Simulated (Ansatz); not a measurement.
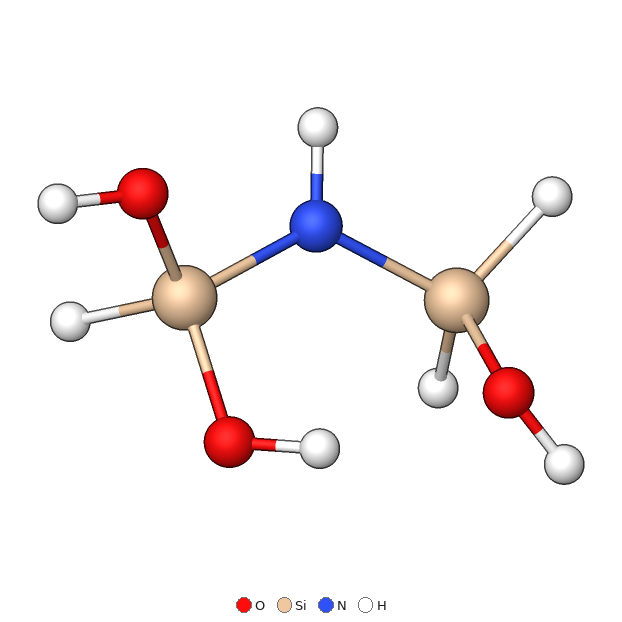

Sticks follow a distance rule. Harmonic vibrations computed with RKS PBE0-D4/def2-TZVP (Ansatz 0.2.0) at a stationary point of the same level.

### How many imaginary frequencies does it have?

A minimum: no imaginary frequency, and the lowest mode lies at 54 cm⁻¹.

### List the wavenumbers.

33 modes: 54, 85, 142, 228, 240, 258, 299, 340, 422, 424, 486, 624, 716, 751, 770, 826, 837, 844, 875, 912, 953, 976, 980, 996, 998, 1194, 2212, 2226, 2250, 3623, 3811, 3910, 3927 cm⁻¹.
